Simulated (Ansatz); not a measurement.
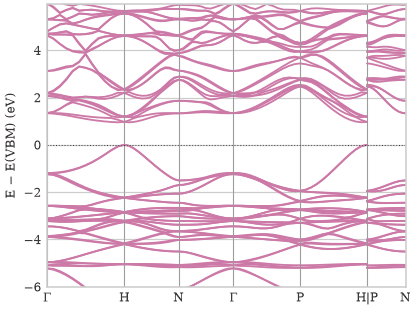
*Band structure from PBEsol with spin–orbit coupling (plane waves, PAW; program Ansatz)*

Read off the gap and where the band edges lie.

About 1.0 eV (0.95 eV by a search for the band edges); maximum at H, minimum on the Γ–H line, 93 % of the way from Γ.

The material is K$_{2}$Sn$_{2}$O$_{3}$ in space group I2_13 (No. 199; K on 8a, Sn on 8a, O on 12b).

The first step of the workflow began from a Materials Project structure, measured or hypothetical; the Crystallography Open Database copy checked does not list it. COD files the formula under space group No. 166. Its standing as an ambient phase is unchecked. Symmetry was held in the PBEsol relaxation; whether a distortion lowers the energy is not shown.

Potentials: the later of the program's two PAW sets.
